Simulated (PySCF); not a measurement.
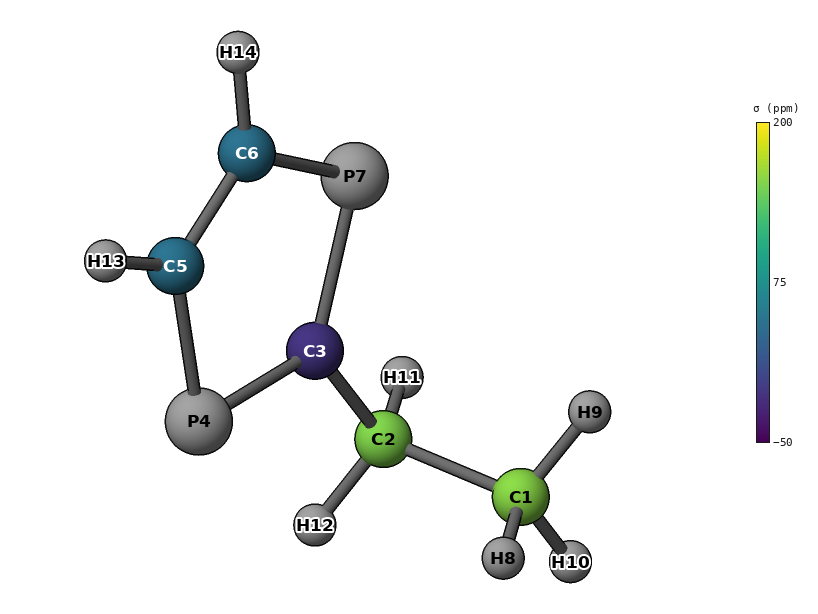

Atoms are coloured by their isotropic NMR shieldings (C only, the others grey). The species has charge −1 and is a spin singlet. The computed structure is the end point of a GFN2-xTB optimisation. No frequency run is at hand to confirm it as a minimum. Level of theory: GIAO PBE0/pcSseg-1 NMR shielding, non-relativistic, gas phase (PySCF 2.14.0).

Which C atom is the most shielded (lowest chemical shift)?

Answer. C1 (155.9 ppm).

Which C atom is the least shielded (highest chemical shift)?

Answer. C3 (−11.5 ppm).

How wide is the range of C shifts?

Answer. 167.4 ppm.

List the isotropic NMR shieldings of the C atoms.

| atom | σ (ppm) |
| --- | --- |
| C1 | 155.9 |
| C2 | 153.0 |
| C3 | −11.5 |
| C5 | 44.2 |
| C6 | 43.7 |

The geometry is semi-empirical. Around P such bond lengths and angles can be off by a tenth of an ångström or more and by several degrees, and values that hang on the shape move with them.
